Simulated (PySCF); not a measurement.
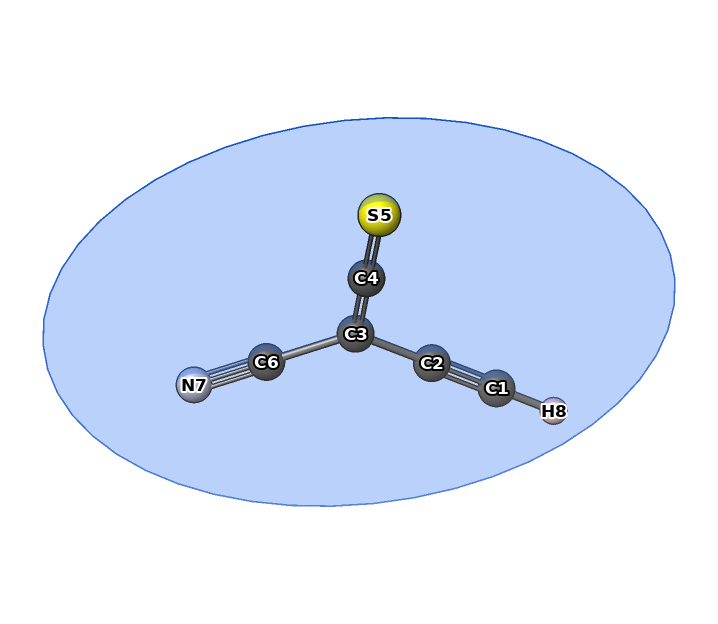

A disc through the centre of mass is drawn in. Distant atoms are faded towards the background colour. The computed structure is the end point of a PBE0-D3(BJ)/def2-SVP optimisation. No frequency run is at hand to confirm it as a minimum.

Question: Is the plane of the disc a mirror plane of the structure?

Answer: Yes. The reflection leaves C1, C2, C3, C4, S5, C6, N7, H8 in place. The point group is Cs.
